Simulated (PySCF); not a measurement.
**C5H8F2O2Si (SMILES C=C(CC(=O)O[SiH3])C(F)F): density, localisation and related maps**

| atom | x (Å) | y (Å) | z (Å) |
| --- | --- | --- | --- |
| C | -2.1595 | -1.5342 | 0.3614 |
| C | -1.5743 | -0.4458 | -0.1083 |
| C | -0.3957 | -0.4578 | -1.0360 |
| C | 0.8659 | 0.0917 | -0.3955 |
| O | 0.9184 | 0.6366 | 0.6749 |
| O | 1.9256 | -0.0855 | -1.1601 |
| Si | 3.4484 | 0.4450 | -0.7211 |
| C | -2.0444 | 0.9368 | 0.2721 |
| F | -3.2360 | 0.9161 | 0.9111 |
| F | -2.2312 | 1.7013 | -0.8406 |
| H | -3.0059 | -1.4790 | 1.0232 |
| H | -1.8139 | -2.5176 | 0.0939 |
| H | -0.1889 | -1.4701 | -1.3858 |
| H | -0.5991 | 0.1652 | -1.9132 |
| H | 3.4001 | 1.8866 | -0.5174 |
| H | 3.8567 | -0.2721 | 0.4802 |
| H | 4.1428 | 0.0304 | -1.9302 |
| H | -1.3178 | 1.4588 | 0.9151 |

Geometry: GFN2-xTB.

Computed with PySCF 2.14.0, PBE0/pcSseg-1, SCF density, gas phase, non-relativistic.

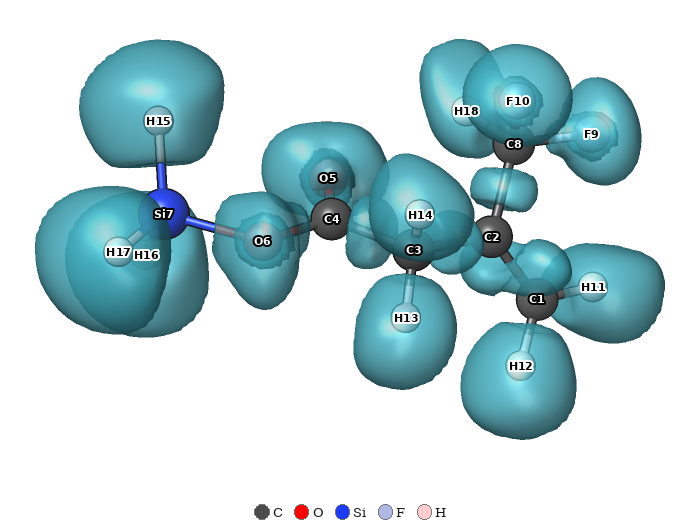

Figure 1. Isosurface of the electron localisation function at 0.75 (cyan), seen across its widest extent. Core shells and regions of very low density are left out.

Identify the bonds, lone pairs and shells in this picture.

Answer. The ELF exceeds this value in four regions between bonded C–C atoms (shared pairs), eight regions around hydrogen nuclei, two regions on F in which the atom's valence shell and bonds are merged and two regions on O in which the atom's valence shell and bonds are merged.


C–O (1.20 Å): the ELF peaks at about 0.85 between the atoms: a short, multiple covalent bond. C–C (1.32 Å): the ELF peaks at about 0.90 between the atoms: a multiple bond.

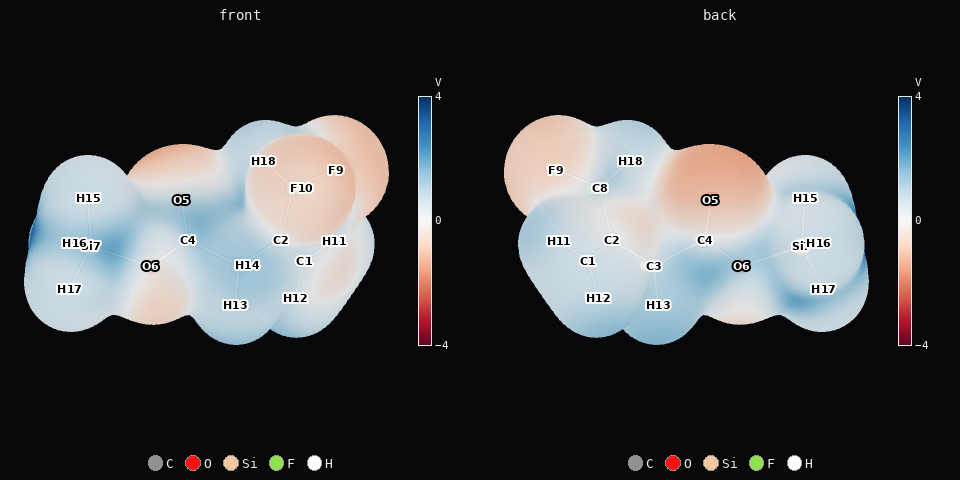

Figure 2. The molecular electrostatic potential painted on the density surface at 0.004 e/bohr³, seen from the front and from behind; the colour scale runs from red (negative) to blue (positive).

Where is the surface potential most negative and most positive?

Answer. The most negative region (about −1.4 V) lies over O5, the most positive (about +3.0 V) over Si7. O5 is the likeliest acceptor of a hydrogen bond.

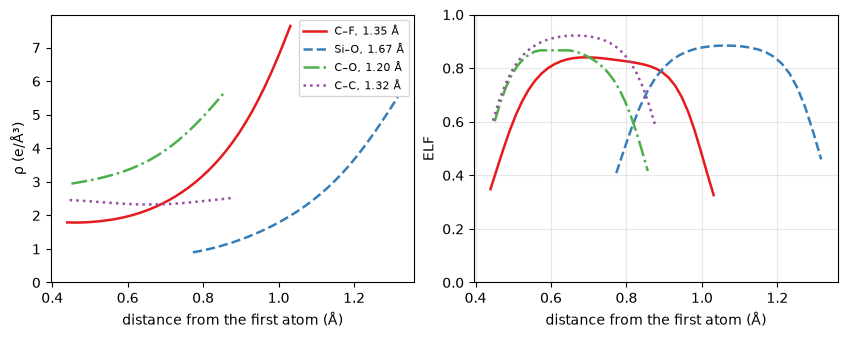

Figure 3. Total electron density and ELF along straight lines between neighbouring atoms. The curves leave out the atomic cores.

What kind of bonding do the profiles show?

Answer. C–F (1.35 Å): ρ at the midpoint is about 2.3 e/Å³, with its minimum of 1.8 e/Å³ about 0.5 Å from C; the ELF peaks at about 0.85 between the atoms, as expected for a polar covalent bond.
Si–O (1.67 Å): ρ is about 1.1 e/Å³ halfway; the ELF peaks at about 0.90 between the atoms: a polar covalent bond.
C–O (1.20 Å): the density is about 3.4 e/Å³ at the midpoint; the ELF peaks at about 0.85 between the atoms; a short, multiple covalent bond.
C–C (1.32 Å): ρ at the midpoint is about 2.3 e/Å³; the ELF peaks at about 0.90 between the atoms; a short, multiple covalent bond.
